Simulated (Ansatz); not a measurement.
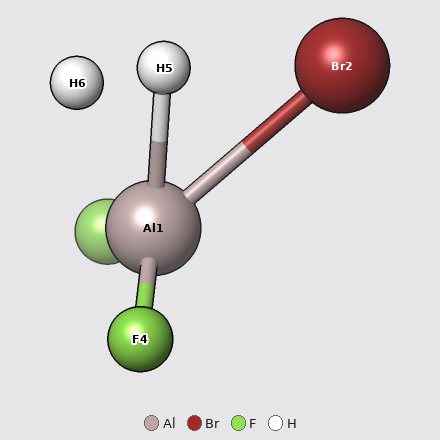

The system is the reacting system AlBrF2H2 (fragments AlBrF₂ + H₂ where the first distance is long, AlF₂H + BrH where the second is long); the picture shows the reference structure. 
- The first coordinate is: distance Al1–H6 (bond that forms); the second: distance Al1–Br2 (bond that breaks).
- Relaxed at each point: all other coordinates.
- The scan uses a 7 × 7 grid.
- Points are written as (first, second).
- Energies: eV, counted from the lowest grid point.
- Energies and slopes of some neighbouring points disagree (a jump in structure or state, or too coarse a mesh). The reference is spin-restricted, so regions where a bond is pulled apart into radicals lie too high.
- Level of theory: RKS r2SCAN-D4/def2-SVP (Ansatz).

Its coordinates:

```xyz
6

Al   -0.4952   -0.4834    0.1908
Br    2.2646   -0.2630   -0.2897
F    -1.3635   -1.1547   -1.0341
F    -0.9260   -0.4920    1.7780
H     0.6906    0.9642   -0.3347
H    -0.1704    1.4290   -0.3104
```

Range: distance Al1–H6 (bond that forms) from 1.368 to 3.168 Å; distance Al1–Br2 (bond that breaks) from 2.169 to 3.369 Å.

Q: Predict the map.

A: The lowest grid point is at (2.125 Å, 2.297 Å). The highest grid point, (3.168 Å, 3.369 Å), lies 3.01 eV above the lowest.

| second ↓, first → | 1.368 | 1.560 | 1.824 | 2.125 | 2.452 | 2.801 | 3.168 |
| --- | --- | --- | --- | --- | --- | --- | --- |
| 3.369 | 1.66 | 1.28 | 1.63 | 2.72 | 2.82 | 2.94 | 3.01 |
| 3.124 | 1.60 | 1.22 | 1.56 | 2.10 | 2.19 | 2.30 | 2.38 |
| 2.892 | 1.55 | 1.16 | 1.51 | 1.45 | 1.53 | 1.63 | 1.70 |
| 2.674 | 1.55 | 1.33 | 0.89 | 0.81 | 0.88 | 0.97 | 1.04 |
| 2.473 | 1.71 | 0.83 | 0.38 | 0.29 | 0.34 | 0.42 | 0.48 |
| 2.297 | 1.45 | 0.56 | 0.10 | 0.00 | 0.04 | 0.11 | 0.16 |
| 2.169 | 1.47 | 0.58 | 0.12 | 0.00 | 0.03 | 0.09 | 0.14 |

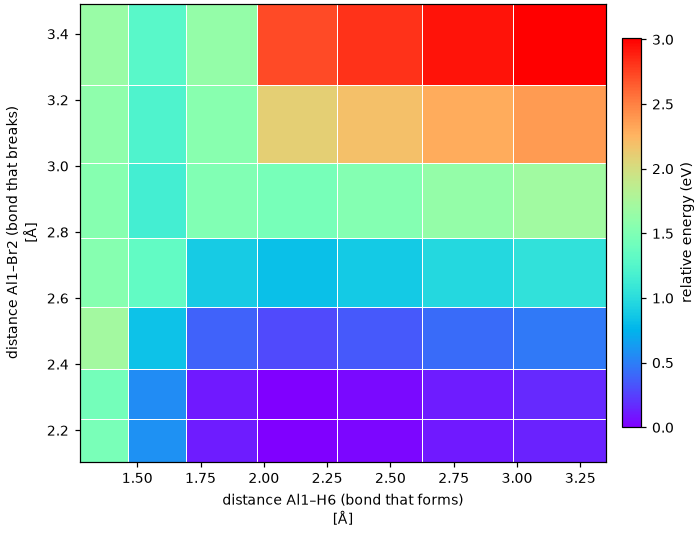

Drawn: one coloured cell a grid point.

The whole map (49 points run) took 20 min on 1 thread of Arm Neoverse V2, on a shared host.
